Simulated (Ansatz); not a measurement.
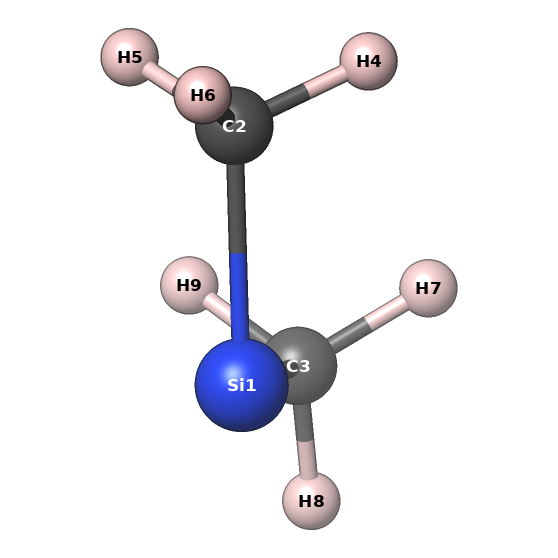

C3 lies behind Si1. The molecule seen a little off the Si1–C3 bond, Si1 in front. Distant atoms are faded towards the background colour. The computed geometry is a stationary point of PBE0-D4/def2-TZVP, a saddle point of order 1.

What is the torsion angle C2–Si1–C3–H7? The sign is positive where the front bond must turn clockwise to cover the back bond.

Answer. 58°, synclinal (gauche).
